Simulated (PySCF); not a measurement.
**C₄H₁₁FO₂Si (SMILES CC(C)(CF)O[SiH2]O): density, localisation and related maps**

```yaml
atoms:
  - { symbol: C, position_ang: [-1.3135, 1.3653, -0.5124] }
  - { symbol: C, position_ang: [-0.5367, 0.1241, -0.0636] }
  - { symbol: C, position_ang: [-0.7136, -1.0100, -1.0703] }
  - { symbol: C, position_ang: [-1.0346, -0.3282, 1.3210] }
  - { symbol: F, position_ang: [-2.3619, -0.6678, 1.2815] }
  - { symbol: O, position_ang: [0.8069, 0.4940, 0.0824] }
  - { symbol: Si, position_ang: [2.1842, -0.3676, 0.0688] }
  - { symbol: O, position_ang: [3.3385, 0.7292, 0.3495] }
  - { symbol: H, position_ang: [-2.3783, 1.1513, -0.5330] }
  - { symbol: H, position_ang: [-0.9874, 1.6633, -1.5051] }
  - { symbol: H, position_ang: [-1.1286, 2.1868, 0.1757] }
  - { symbol: H, position_ang: [-1.7676, -1.2572, -1.1628] }
  - { symbol: H, position_ang: [-0.1674, -1.8906, -0.7414] }
  - { symbol: H, position_ang: [-0.3300, -0.7047, -2.0398] }
  - { symbol: H, position_ang: [-0.9280, 0.4792, 2.0514] }
  - { symbol: H, position_ang: [-0.4811, -1.2104, 1.6546] }
  - { symbol: H, position_ang: [2.4926, -0.9405, -1.2354] }
  - { symbol: H, position_ang: [2.1817, -1.3770, 1.1309] }
  - { symbol: H, position_ang: [3.1149, 1.5699, 0.7406] }
```

Geometry: GFN2-xTB.

Theory: PBE0/pcSseg-1, SCF density, gas phase, non-relativistic (PySCF 2.14.0).

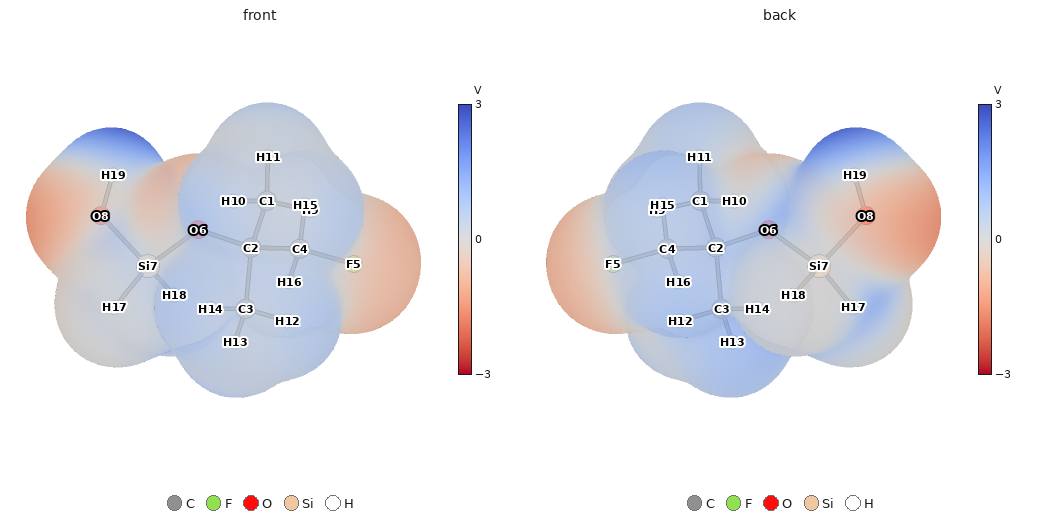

Figure 1. The molecular electrostatic potential painted on the density surface at 0.002 e/bohr³, seen from the front and from behind; the colour scale runs from red (negative) to blue (positive).

Where is the surface potential most negative and most positive?

The most negative region (about −1.4 V) lies over O8, the most positive (about +2.4 V) over H19. O8 is the likeliest acceptor of a hydrogen bond.

How polar is the molecule by this calculation?

Its dipole moment is 0.72 D.

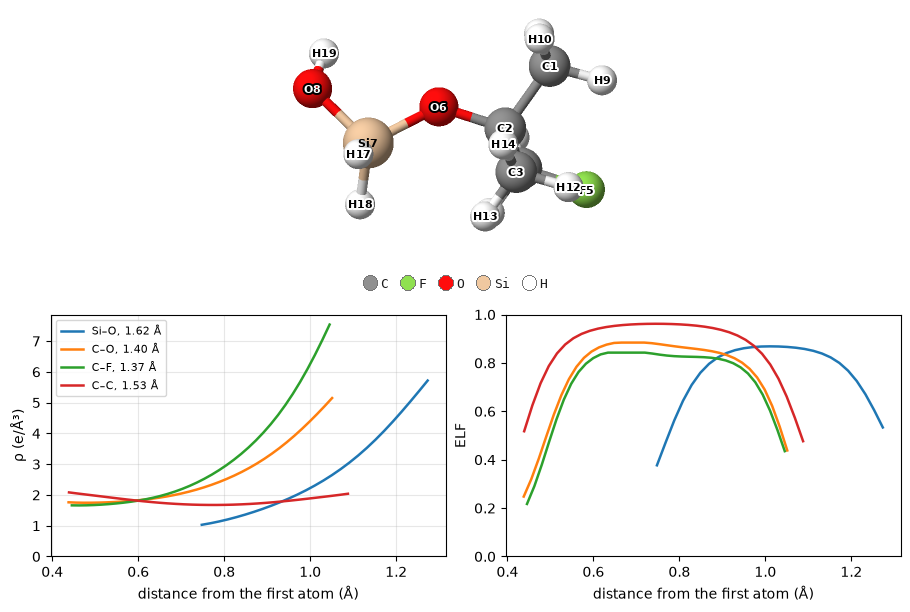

Figure 2. Total electron density and electron localisation function along straight lines between neighbouring atoms. The curves leave out the atomic cores. The structure is drawn too.

What can be read from the curves?

Si–O (1.62 Å): the density is about 1.2 e/Å³ at the midpoint; the ELF peaks at about 0.85 between the atoms: a short, strongly polar bond.
C–O (1.40 Å): ρ at the midpoint is about 2 e/Å³, with its minimum of 1.7 e/Å³ about 0.5 Å from C; the ELF peaks at about 0.90 between the atoms; a polar covalent bond.
C–F (1.37 Å): ρ at the midpoint is about 2.1 e/Å³, with its minimum of 1.7 e/Å³ about 0.5 Å from C; the ELF peaks at about 0.85 between the atoms (a shared but strongly polarised pair).
C–C (1.53 Å): ρ at the midpoint is about 1.7 e/Å³; the ELF peaks at about 0.95 between the atoms, as expected for localised, covalent bonding.
